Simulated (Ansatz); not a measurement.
**The cluster Ga₇: structure and electronic state**

What does the cluster Ga₇ look like as a doublet, and where do its frontier electrons sit?

The runs use Ansatz 0.2.0, Gaussian basis; UKS PBE0-D4/def2-SVP.

Levels to be run: relaxation at PBE-D4/def2-SVP; a single point at PBE0-D4/def2-SVP.

14 further runs of the same task are left out: 3 that didn't finish, 11 set aside as unsound or not needed. Runs told in other sessions of the task aren't counted.

**1. The system as given**

7 atoms, charge 0, spin multiplicity 2.

Atoms are counted from 1 here; the program's logs count them from 0.

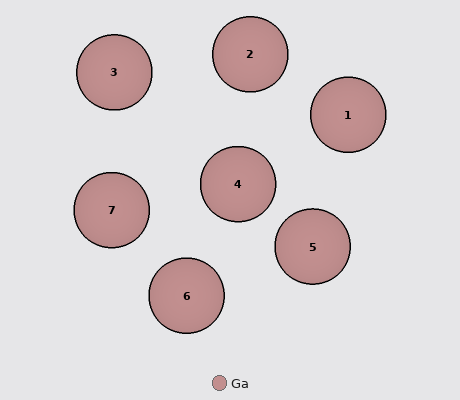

As it starts; gallium pink; atoms are numbered from 1 in the order of the file.

The start is a GFN1-xTB geometry.

**2. Relaxation at PBE-D4/def2-SVP**

Contents of in.yaml:

```yaml
crystal:
  periodic: [false, false, false]
  atoms:
    - {symbol: Ga, position_ang: [1.942730, -1.062990, 1.576640]}
    - {symbol: Ga, position_ang: [-0.443670, -1.954910, 1.018010]}
    - {symbol: Ga, position_ang: [-2.510500, -0.365550, 0.951040]}
    - {symbol: Ga, position_ang: [0.055190, -0.810290, -1.275630]}
    - {symbol: Ga, position_ang: [2.145210, 0.537140, -0.471570]}
    - {symbol: Ga, position_ang: [0.495470, 2.533910, -0.774420]}
    - {symbol: Ga, position_ang: [-1.684420, 1.122690, -1.024060]}
basis:
  gaussian: {orbitals: def2-SVP}
magnetization: {spin_polarized: true, initial_magnetization: 1}
hamiltonian: {xc: pbe, dispersion: d4}
scf: {lower_state_search: "off"}
output: {orbitals: {seedname: orbitals}}
relax: {f_tol: 0.03, max_steps: 70}
```

On the command line:

```console
ansatz run in.yaml --threads 4 --pin off --events-out ev --progress --plain --max-ram 6963MiB
```

Further steps of the session: Single point, PBE0-D4/def2-SVP.

Before running them: what should the planned runs give, taken together? Wanted: point group; commonest bond; HOMO, LUMO at PBE0-D4/def2-SVP; ⟨S²⟩; dipole at PBE-D4/def2-SVP.

**Answer**, as computed:

| quantity | value |
| --- | --- |
| point group | Cs |
| commonest bond | Ga–Ga, 12 of mean length 2.651 Å |
| HOMO, LUMO at PBE0-D4/def2-SVP (over both spins) | -4.91, -2.96 eV |
| ⟨S²⟩ | 0.779 |
| dipole at PBE-D4/def2-SVP | 0.06 D |

The relaxation broke 0 and made 3 bonds, so the end is another structure than the start. No usable vibrations, so a minimum isn't proven. The alpha HOMO lies nearest to Ga1, Ga7 about 33 % each; Ga3, Ga6 about 12 % each and the alpha LUMO to Ga1 35 %; Ga2, Ga4, Ga5 about 14 % each (shares on a coarse grid); over both spins the LUMO of beta spin, not drawn, take the frontier's place. Whether this spin is the lowest isn't tested here. The point group is read from a loosely relaxed geometry; soft torsions can leave it below the true symmetry.
